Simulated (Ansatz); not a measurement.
# Te2Mo (P6_3/mmc): zone-centre modes under pressure, part 2 of 4

Wanted: Grüneisen parameters and pressure coefficients of the modes of Te2Mo (P6_3/mmc).

Ansatz 0.2.0; DFT LDA, scalar-relativistic, plane waves, PAW; PAW set soft_1.

So far: The starting structure; Relaxation.

In doubt: the program warns that the response may not be converged on this k-mesh (step 4), which bears on the force constants and all frequencies.

### Step 3. Tight relaxation

Phonons need small forces and stress, so the relaxation is finished with tight tolerances on 9×9×2 k points.

The input, input.yaml:

```yaml
crystal:
  lattice:
    - [3.4720179199, 0.0, 0.0]
    - [-1.7360089599, 3.006855721, 0.0]
    - [0.0, 0.0, 13.7712228262]
  atoms:
    - { symbol: Mo, position: [0.3333333333, 0.6666666667, 0.25] }
    - { symbol: Mo, position: [0.6666666667, 0.3333333333, 0.75] }
    - { symbol: Te, position: [0.3333333333, 0.6666666667, 0.6195378568] }
    - { symbol: Te, position: [0.6666666667, 0.3333333333, 0.1195378568] }
    - { symbol: Te, position: [0.3333333333, 0.6666666667, 0.8804621432] }
    - { symbol: Te, position: [0.6666666667, 0.3333333333, 0.3804621432] }
kpoints:
  mp_grid: { grid: [9, 9, 2] }
hamiltonian:
  xc: lda
  pseudopotentials: { kind: paw, azcp: { folder: soft_1 }, xc_functional: pbe }
scf:
  occupations: { method: fixed }
output:
  forces: true
  stress: true
  eigenvalues: true
relax:
  adjacent_minimum: "off"
  f_tol: 0.001
  max_steps: 60
  cell: { stress_tol: 0.01 }
```

Launch:

```bash
$ ansatz run input.yaml --threads 8 --pin off --max-ram 16384MiB --backend cpu --events-out ev --progress --plain --runs-dir out
```

Numbers of over 12 decimals in the logs are rounded to 6 here.

What it wrote:

```text
[...]
Crystal: 6 atoms, lattice volume = 143.770 Å³
Basis set: ecut = 420 eV, 2813 PW (Γ)
Bands: 56, of which v1, the nominal top of the filled ones, is band 46 counted from 1 (45 counted from 0)
Symmetry: 24 space group operations
[...]
k-points: 24 of 162
[...]
- [3.473070, -2.887622634866917e-11, 0.0]
    - [-1.736535, 3.007767, 0.0]
    - [0.0, 0.0, 13.777068]
  atoms:
    - { symbol: Mo, position: [0.333333, 0.666667, 0.25] }
    - { symbol: Mo, position: [0.666667, 0.333333, 0.75] }
    - { symbol: Te, position: [0.333333, 0.666667, 0.619637] }
    - { symbol: Te, position: [0.666667, 0.333333, 0.119637] }
    - { symbol: Te, position: [0.333333, 0.666667, 0.880363] }
    - { symbol: Te, position: [0.666667, 0.333333, 0.380363] }
[key lines of the parts left out:]
SCF converged after 5 iterations
Free energy (F): -36996.607899 eV
Fermi energy:    12.856770 eV
P = ⅓ Tr σ = -0.0026 GPa (-0.026 kbar)
```

Wall time 13 s (8 threads of Arm Neoverse N1, shared host); peak memory 0.69 GiB; 91 s of CPU time.

Little changed from the start: no atom moved by 0.005 Å and no cell edge by 0.1 %.

Numbers from this step:

```yaml
pressure: -0.002617 GPa
gap_on_the_k_mesh: 0.7219 eV
volume_per_atom: 23.99 Å³
```

The largest force component left is 0.41 meV/Å and the pressure is -0.003 GPa, within the tolerances set. The cell now holds 23.99 Å³/atom.

### Step 4. Modes at rest

The modes at rest are the reference of the series, and the response to a field gives the dielectric tensor and the Born charges.

input.yaml, the sections that differ from step 3:

```yaml
crystal:
  lattice:
    - [3.4730699924, 0.0, 0.0]
    - [-1.7365349962, 3.0077668425, 0.0]
    - [0.0, 0.0, 13.7770679036]
  atoms:
    - { symbol: Mo, position: [0.3333333333, 0.6666666667, 0.25] }
    - { symbol: Mo, position: [0.6666666667, 0.3333333333, 0.75] }
    - { symbol: Te, position: [0.3333333333, 0.6666666667, 0.6196365189] }
    - { symbol: Te, position: [0.6666666667, 0.3333333333, 0.1196365189] }
    - { symbol: Te, position: [0.3333333333, 0.6666666667, 0.8803634811] }
    - { symbol: Te, position: [0.6666666667, 0.3333333333, 0.3803634811] }
output:
  eigenvalues: true
phonons:
  method: dfpt
  dielectric: true
  rigid_motions: translations
  raman: true
# kpoints, hamiltonian, scf: as in step 3
# relax: removed
```

What it wrote:

```text
[...]
Crystal: 6 atoms, lattice volume = 143.918 Å³
Basis set: ecut = 420 eV, 2813 PW (Γ), exchange–correlation on 48×48×192 points (8 copies of the dense FFT grid, shifted against one another)
Bands: 56, of which v1, the nominal top of the filled ones, is band 46 counted from 1 (45 counted from 0)
Symmetry: 24 space group operations
k-points: 50 of 162 (irreducible under 2 space group operations, time reversal used)
[...]
SCF iter   1: F=—  HF=-36998.245044 eV  |F-HF|=—  |Δ(HF+E_count)|=         —  Δρ=5.59e-2  dr2=6.29e0  ethr=3.10e-3  ⟨swp⟩=5.0  Hψ=9068  notcnv=0  defer=339
[...]
SCF iter  11: F=-36996.607900 eV  HF=-36996.607900 eV  |F-HF|=7.28e-12  |Δ(HF+E_count)|=  7.28e-11  Δρ=1.40e-7  dr2=2.89e-11  ethr=1.00e-12  ⟨swp⟩=13.7  Hψ=18793  notcnv=0
SCF 1 converged in 11 iterations: F = -36996.607900 eV  dr2 = 2.89e-11
[...]
NSCF: frozen V_eff on 4 k-points
DFPT response loops at Γ: preconditioner auto → Resta (q_TF=auto, 2.532 Å⁻¹)  ε∞=9.1 (no band partly filled); β = 1.00, the filter's whole step (`scf.mixing.beta` (0.50) is not read by the response loops at its default; to damp them type it under 1.00, their step now; it binds the ground state too); Broyden in place of MSR1
── the response to a field inside a basis, on 14×14×4 k-points: an SCF that follows is theirs, and a resumed run solves both again ──
Bands: 47, of which v1, the nominal top of the filled ones, is band 46 counted from 1 (45 counted from 0)
k-points: 112
[...]
Eigensolver: Dense (112 Hₖ)
SCF iter   1: F=—  HF=-36996.244053 eV  |F-HF|=—  |Δ(HF+E_count)|=         —  Δρ=3.87e-4  dr2=1.31e-4  ethr=1.00e-1
[...]
SCF iter   8: F=-36996.244033 eV  HF=-36996.244033 eV  |F-HF|=7.28e-12  |Δ(HF+E_count)|=  2.18e-11  Δρ=9.88e-8  dr2=1.77e-11  ethr=1.00e-12
SCF 1 converged in 8 iterations: F = -36996.244033 eV  dr2 = 1.77e-11
[...]
WARN: field response: ε∞ stands inside a basis, on 14×14×4 points; the force constants stand on the 9×9×2 k-mesh, whose period is 12.03 times the interband length at k = (0.1111, 0.2222, 0.0000), direct gap 1.546 eV, under 14: take them and everything formed from them as unconverged, and compare with a denser kpoints.mp_grid
SCF converged after 11 iterations
Free energy (F): -36996.607900 eV
[...]
Internal energy: -36996.607900 eV  (E = F + TS)
E sigma→0 (E₀):  -36996.607900 eV
Fermi energy:    12.856770 eV
[...]
--- Band table (eV; the first three rows and the last of 50) ---
  k-point 0: bands = [... 42 lower, 11.8414, 11.8414, 12.5912, 12.8568, 15.8644, 15.8644, 16.0182, 16.0182, ... 6 higher]
  k-point 1: bands = [... 42 lower, 11.8217, 11.8217, 12.7862, 12.7862, 15.9054, 15.9054, 15.9054, 15.9054, ... 6 higher]
  k-point 2: bands = [... 42 lower, 11.7244, 11.7797, 12.6635, 12.8144, 15.3234, 15.3400, 15.3871, 15.4711, ... 6 higher]
  k-point 49: bands = [... 42 lower, 11.3579, 11.3579, 12.2372, 12.2372, 13.9410, 13.9410, 14.5199, 14.5199, ... 6 higher]
--- Phonons (Γ-DFPT): 4 representative perturbations + reference, on 50 of 162 k-points (Σ response iterations 12) ---
  k mesh reduced under 2 symmetry operations, with k and −k counted as one. Each operation leaves every solved perturbation unchanged. A smaller set is not considered because the run solves the response to a homogeneous field
  ASR residual: 1.958e-4 → 0.000e0 eV/Å²; symmetrization residual: 4.232e-5 eV/Å²
  ASR residual per site (eV/Å²): 1.96e-4 1.96e-4 3.82e-5 3.82e-5 3.82e-5 3.82e-5
  Γ frequencies (cm⁻¹): 0.00 0.00 0.00 28.37 28.37 38.58 119.14 119.14 121.29 121.29 174.31 177.87 239.59 239.59 239.70 239.70 290.12 296.15
  ε∞ (high-frequency dielectric tensor):
       20.089557     0.000000     0.000000
       -0.000000    20.089557     0.000000
        0.000000     0.000000    11.892751
  ε⁰ (static dielectric tensor: ions relaxed, cell fixed):
       21.921741     0.000000    -0.000000
       -0.000000    21.921741     0.000000
       -0.000000     0.000000    12.296916
  ε⁰ − ε∞ (ionic part):
        1.832183     0.000000    -0.000000
        0.000000     1.832183    -0.000000
       -0.000000    -0.000000     0.404165
  softest optical mode at Γ: 28.37 cm⁻¹; the repairs (sum rule, projections) moved no ω² at Γ by more than (1.65 cm⁻¹)²
  Born effective charges Z* (e; rows j = field, columns β = displacement):
    site 0:
        -3.27495   -0.00000    0.00000
        -0.00000   -3.27495   -0.00000
        -0.00000   -0.00000   -1.86254
    site 1:
        -3.27495   -0.00000    0.00000
         0.00000   -3.27495   -0.00000
        -0.00000   -0.00000   -1.86254
    site 2:
         1.63748    0.00000   -0.00000
         0.00000    1.63748    0.00000
        -0.00000    0.00000    0.93127
    site 3:
         1.63748   -0.00000    0.00000
        -0.00000    1.63748   -0.00000
         0.00000   -0.00000    0.93127
    site 4:
         1.63748   -0.00000    0.00000
        -0.00000    1.63748   -0.00000
         0.00000   -0.00000    0.93127
    site 5:
         1.63748    0.00000   -0.00000
         0.00000    1.63748    0.00000
        -0.00000    0.00000    0.93127
  Z* charge neutrality: 4.179e-3 e pre-enforcement
  solved inside a basis spanned on kpoints, on 14×14×4 k-points transformed towards the longest dipole: ε∞ is read to err by 1.0e-1, Z* by 2.7e-2 e (field_mesh: kpoints solves on kpoints); Z* is corrected for what the basis lacks
  Raman tensors (in the event stream and the table raman_tensors.tsv): an entry may err by 2.3e0 Å², one of the second-order susceptibility by 4.0e-17 pm/V (basis, points and sum rule); their sum over the sites missed zero by 4.263e-14 Å² ahead of its enforcement
  optical modes at Γ without the LO–TO term, one row a degenerate level:
      ω (cm⁻¹)  modes    IR ((D/Å)²/amu)  static Raman (Å⁴/amu)  depolarisation
         28.37      2             0.0000                15.3319           0.750
         38.58      1             0.0000                 0.0000               —
        119.14      2             0.0000                 0.0000               —
        121.29      2             0.0000                22.9446           0.750
        174.31      1             0.0000                 0.0000               —
        177.87      1             0.0000              4644.3238           0.052
        239.59      2            14.1938                 0.0000               —
        239.70      2             0.0000                18.0460           0.750
        290.12      1             2.2955                 0.0000               —
        296.15      1             0.0000                 0.0000               —
  optical modes at Γ + LO–TO along q̂ = [1.0000, 0.0000, 0.0000]:
      ω (cm⁻¹)  modes    IR ((D/Å)²/amu)  static Raman (Å⁴/amu)  depolarisation
         28.37      2             0.0000                15.3319           0.750
         38.58      1             0.0000                 0.0000               —
        119.14      2             0.0000                 0.0000               —
        121.29      2             0.0000                22.9446           0.750
        174.31      1             0.0000                 0.0000               —
        177.87      1             0.0000              4644.3238           0.052
        239.59      1             7.0969                 0.0000               —
        239.70      2             0.0000                18.0460           0.750
        250.28      1             7.0969                 0.0000               —
        290.12      1             2.2955                 0.0000               —
        296.15      1             0.0000                 0.0000               —
  optical modes at Γ + LO–TO along q̂ = [0.0000, 1.0000, 0.0000]:
      ω (cm⁻¹)  modes    IR ((D/Å)²/amu)  static Raman (Å⁴/amu)  depolarisation
         28.37      2             0.0000                15.3319           0.750
         38.58      1             0.0000                 0.0000               —
        119.14      2             0.0000                 0.0000               —
        121.29      2             0.0000                22.9446           0.750
        174.31      1             0.0000                 0.0000               —
        177.87      1             0.0000              4644.3238           0.052
        239.59      1             7.0969                 0.0000               —
        239.70      2             0.0000                18.0460           0.750
        250.28      1             7.0969                 0.0000               —
        290.12      1             2.2955                 0.0000               —
        296.15      1             0.0000                 0.0000               —
  optical modes at Γ + LO–TO along q̂ = [0.0000, 0.0000, 1.0000]:
      ω (cm⁻¹)  modes    IR ((D/Å)²/amu)  static Raman (Å⁴/amu)  depolarisation
         28.37      2             0.0000                15.3319           0.750
         38.58      1             0.0000                 0.0000               —
        119.14      2             0.0000                 0.0000               —
        121.29      2             0.0000                22.9446           0.750
        174.31      1             0.0000                 0.0000               —
        177.87      1             0.0000              4644.3238           0.052
        239.59      2            14.1938                 0.0000               —
        239.70      2             0.0000                18.0460           0.750
        295.01      1             2.2955                 0.0000               —
        296.15      1             0.0000                 0.0000               —
```

The job ended after 27 min (8 threads; peak memory 3.6 GiB).

The column dr2 measures how far the density is from self-consistency, as an energy; F and HF (Harris–Foulkes) agree once it is small.

Numbers from this step:

| Quantity | Value |
| --- | --- |
| sum-rule residual before enforcement | 1.96e-4 eV/Å² |
| miss of the charge sum rule | 0.004179 e |
| estimated error of the dielectric tensor | 0.1004 |
| estimated error of the Born charges | 0.02735 e |
| point group | 6/mmm |
| highest optical mode at the zone centre (no LO-TO term) | 296.1 cm⁻¹ |
| lowest optical zone-centre mode | 28.37 cm⁻¹ |
| mean high-frequency dielectric constant | 17.36 |
| largest Born charge (third of the trace) | -2.804 e |
| mean static dielectric constant | 18.71 |
| top of the zone-centre spectrum with the field | 296.1 cm⁻¹ |

Without the LO-TO term. Patterns of degenerate modes are one choice out of their space. Modes at Γ, with each element's share of the kinetic energy:

| mode | frequency (cm⁻¹) | symmetry | Mo % | Te % |
| --- | --- | --- | --- | --- |
| 1 | 0.0 | acoustic | 27 | 73 |
| 2 | 0.0 | acoustic | 27 | 73 |
| 3 | 0.0 | acoustic | 27 | 73 |
| 4 | 28.4 | E2g | 27 | 73 |
| 5 | 28.4 | E2g | 27 | 73 |
| 6 | 38.6 | B1g | 27 | 73 |
| 7 | 119.1 | E2u | 0 | 100 |
| 8 | 119.1 | E2u | 0 | 100 |
| 9 | 121.3 | E1g | 0 | 100 |
| 10 | 121.3 | E1g | 0 | 100 |
| 11 | 174.3 | B2u | 0 | 100 |
| 12 | 177.9 | A1g | 0 | 100 |
| 13 | 239.6 | E1u | 73 | 27 |
| 14 | 239.6 | E1u | 73 | 27 |
| 15 | 239.7 | E2g | 73 | 27 |
| 16 | 239.7 | E2g | 73 | 27 |
| 17 | 290.1 | A2u | 73 | 27 |
| 18 | 296.1 | B1g | 73 | 27 |

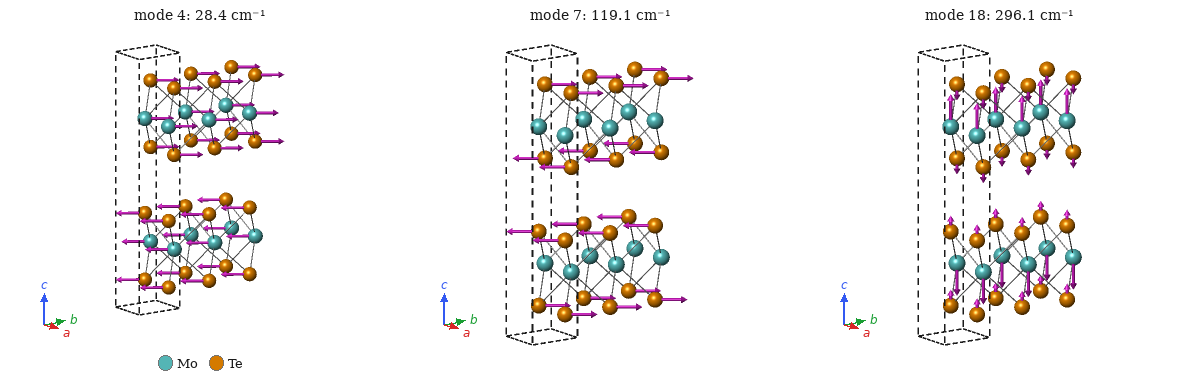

Displacement patterns of modes 4, 7 and 18 at Γ; arrows are exaggerated. 2×3×1 cells are drawn.

Optical modes at the zone centre, without and with the macroscopic field of the longitudinal modes; each column is sorted by frequency, so a row need not hold one and the same mode. Modes with and without the field, by row:

| rank among optical modes | no field (cm⁻¹) | q along (1, 0, 0) (cm⁻¹) | q along (0, 0, 1) (cm⁻¹) |
| --- | --- | --- | --- |
| 1 | 28.4 | 28.4 | 28.4 |
| 2 | 28.4 | 28.4 | 28.4 |
| 3 | 38.6 | 38.6 | 38.6 |
| 4 | 119.1 | 119.1 | 119.1 |
| 5 | 119.1 | 119.1 | 119.1 |
| 6 | 121.3 | 121.3 | 121.3 |
| 7 | 121.3 | 121.3 | 121.3 |
| 8 | 174.3 | 174.3 | 174.3 |
| 9 | 177.9 | 177.9 | 177.9 |
| 10 | 239.6 | 239.6 | 239.6 |
| 11 | 239.6 | 239.7 | 239.6 |
| 12 | 239.7 | 239.7 | 239.7 |
| 13 | 239.7 | 250.3 | 239.7 |
| 14 | 290.1 | 290.1 | 295 |
| 15 | 296.1 | 296.1 | 296.1 |

Born charge (rows field, columns displacement) (e), principal values of the symmetric part by kind of site:

| atom | atoms with these values | low | middle | high | mean |
| --- | --- | --- | --- | --- | --- |
| Mo1 | 2 | -3.27 | -3.27 | -1.86 | -2.80 |
| Te3 | 4 | 0.93 | 1.64 | 1.64 | 1.40 |

In full for Te3:

```
1.64 0.00 0.00
0.00 1.64 0.00
0.00 0.00 0.93
```

High-frequency dielectric tensor:

```
20.09  0.00  0.00
 0.00 20.09  0.00
 0.00  0.00 11.89
```

Static dielectric tensor (ions relaxed, fixed cell):

```
21.92  0.00  0.00
 0.00 21.92  0.00
 0.00  0.00 12.30
```

Transverse modes. Lines of the infrared spectrum (strongest = 100):

| position (cm⁻¹) | lines merged | relative intensity |
| --- | --- | --- |
| 28 | 1 | 0.0 |
| 39 | 1 | 0.0 |
| 119 | 1 | 0.0 |
| 121 | 1 | 0.0 |
| 174 | 1 | 0.0 |
| 178 | 1 | 0.0 |
| 240 | 2 | 100 |
| 290 | 1 | 16 |
| 296 | 1 | 0.0 |

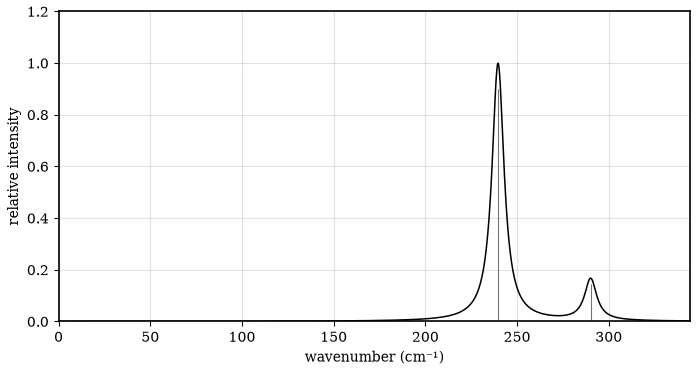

The infrared spectrum, broadened with Lorentzians of width 8 cm⁻¹; bars mark the lines.

Activity x (w_L - w)^4 (n + 1)/w, 532 nm, 300 K; the tensors are static ones, while 532 nm light lies above the computed direct gap, where resonance would change the heights; modes without the macroscopic field alone. Lines of the Raman spectrum (strongest = 100):

| position (cm⁻¹) | lines merged | relative intensity |
| --- | --- | --- |
| 28 | 1 | 10 |
| 39 | 1 | 0.0 |
| 119 | 1 | 0.0 |
| 121 | 1 | 0.9 |
| 174 | 1 | 0.0 |
| 178 | 1 | 100 |
| 240 | 2 | 0.2 |
| 290 | 1 | 0.0 |
| 296 | 1 | 0.0 |

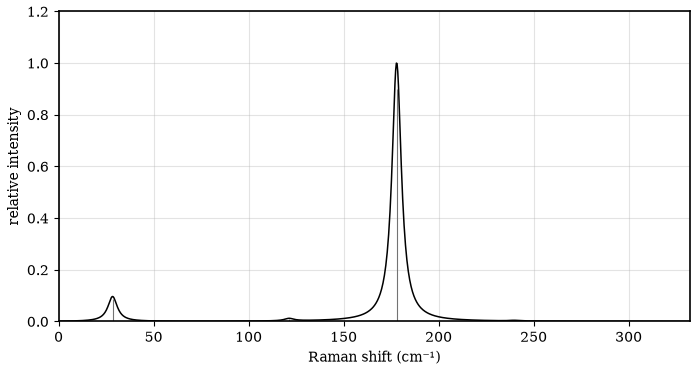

The Raman spectrum, broadened with Lorentzians of width 6 cm⁻¹; bars mark the lines.

Before it was imposed, the acoustic sum rule was missed by 2.0e-4 eV/Å² and the charge sum rule by 0.0042 e. Small misses are needed for a sound result but don't prove that mesh and cutoff are converged. The lowest optical mode is real, 28.4 cm⁻¹.

The log warns of the k mesh: “the force constants stand on the 9×9×2 k-mesh, whose period is 12.03 times the interband length at k = (0.1111, 0.2222, 0.0000), direct gap 1.546 eV, under 14: take them and everything formed from them as unconverged”. So the frequencies of this run count as unconverged too.

### Step 5. Relaxation of a member: 1.06 times the volume at rest

The cell is set to 1.06 times the volume at rest, and shape and atoms relax at that volume.

The input, input.yaml:

```yaml
crystal:
  lattice:
    - [3.5135798722, 0.0, 0.0]
    - [-1.7567899361, 3.0428494275, 0.0]
    - [0.0, 0.0, 14.2688862055]
  atoms:
    - { symbol: Mo, position: [0.3333333333, 0.6666666667, 0.25] }
    - { symbol: Mo, position: [0.6666666667, 0.3333333333, 0.75] }
    - { symbol: Te, position: [0.3333333333, 0.6666666667, 0.6235633465] }
    - { symbol: Te, position: [0.6666666667, 0.3333333333, 0.1235633465] }
    - { symbol: Te, position: [0.3333333333, 0.6666666667, 0.8764366535] }
    - { symbol: Te, position: [0.6666666667, 0.3333333333, 0.3764366535] }
kpoints:
  mp_grid: { grid: [9, 9, 2] }
hamiltonian:
  xc: lda
  pseudopotentials: { kind: paw, azcp: { folder: soft_1 }, xc_functional: pbe }
scf:
  occupations: { method: gaussian, width: 0.02 }
output:
  forces: true
  stress: true
  eigenvalues: true
relax:
  adjacent_minimum: "off"
  f_tol: 0.001
  max_steps: 60
  cell: { stress_tol: 0.01, fix: [volume] }
```

What it wrote:

```text
[...]
Crystal: 6 atoms, lattice volume = 152.553 Å³
Basis set: ecut = 420 eV, 2969 PW (Γ)
Bands: 56, of which v1, the nominal top of the filled ones, is band 46 counted from 1 (45 counted from 0)
Symmetry: 24 space group operations
[...]
k-points: 24 of 162
[...]
cell:  # Å, volume = 152.5529 Å³
    - [3.496371, 0, 0.0]
    - [-1.748185, 3.027946, 0.0]
    - [0.0, 0.0, 14.409695]
  atoms:
    - { symbol: Mo, position: [0.333333, 0.666667, 0.250000] }
    - { symbol: Mo, position: [0.666667, 0.333333, 0.75] }
    - { symbol: Te, position: [0.333333, 0.666667, 0.625669] }
    - { symbol: Te, position: [0.666667, 0.333333, 0.125669] }
    - { symbol: Te, position: [0.333333, 0.666667, 0.874331] }
    - { symbol: Te, position: [0.666667, 0.333333, 0.374331] }
[key lines of the parts left out:]
SCF converged after 7 iterations
Free energy (F): -36996.561202 eV
Fermi energy:    12.176787 eV
P = ⅓ Tr σ = -1.4503 GPa (-14.503 kbar)
```

It took 19 s on 8 threads; peak memory 0.71 GiB; 2.2 min of CPU time.

Step by step:

| step | energy less that of the first step (eV) | largest force component (eV/Å) | pressure (GPa) | volume (Å³) |
| --- | --- | --- | --- | --- |
| 1 | 0.0000 | 0.2667 | -3.02 | 152.55 |
| 2 | 0.0636 | 0.7769 | 1.90 | 152.55 |
| 3 | -0.0140 | 0.0366 | -1.60 | 152.55 |
| 4 | -0.0142 | 0.0069 | -1.44 | 152.55 |
| 5 | -0.0142 | 0.0000 | -1.45 | 152.55 |
| 6* | -0.0142 | 0.0000 | -1.45 | 152.55 |

Relaxation steps marked * repeat the geometry before them on a plane-wave basis chosen anew for their cell, so energy and pressure can jump there. Relaxation step 2 was tried and not accepted.

The run keeps the 24 symmetry operations that it works with, so distortions that break them were not tested.

| conventional cell, symmetrised | before | after | change |
| --- | --- | --- | --- |
| a (Å) | 3.514 | 3.496 | -0.5 % |
| b (Å) | 3.514 | 3.496 | -0.5 % |
| c (Å) | 14.269 | 14.410 | +1.0 % |
| volume (Å³/atom) | 25.43 | 25.43 | -0.0 % |

The atoms that moved most (Å, as changes of fractional coordinates times the final cell):

| atom | dx | dy | dz | length |
| --- | --- | --- | --- | --- |
| Te6 | 0.000 | 0.000 | -0.030 | 0.030 |
| Te5 | 0.000 | 0.000 | -0.030 | 0.030 |
| Te4 | 0.000 | 0.000 | 0.030 | 0.030 |
| Te3 | 0.000 | 0.000 | 0.030 | 0.030 |

Final coordinates:

```xyz
6
Lattice="3.4964 0.0000 0.0000 -1.7482 3.0279 0.0000 0.0000 0.0000 14.4097" Properties=species:S:1:pos:R:3 pbc="T T T"
Mo    0.0000    2.0186    3.6024
Mo    1.7482    1.0093   10.8073
Te    0.0000    2.0186    9.0157
Te    1.7482    1.0093    1.8108
Te    0.0000    2.0186   12.5988
Te    1.7482    1.0093    5.3940
```

This step gave:

```
pressure          : -1.450 GPa
gap on the k-mesh : 0.9287 eV
volume per atom   : 25.43 Å³
```

The largest force component left is 0.024 meV/Å, at a pressure of -1.45 GPa.

[end of part 2 of 4]

[Logs are printed without paths, hosts, clocks, repeated set-up lines and the standing remarks that a program may print on its own settings, such as how far it seeks lower states.]

[Hosts, paths, dates, database ids (printed as entryN), source tags and the programs' standing remarks are cut or masked in the printed files.]
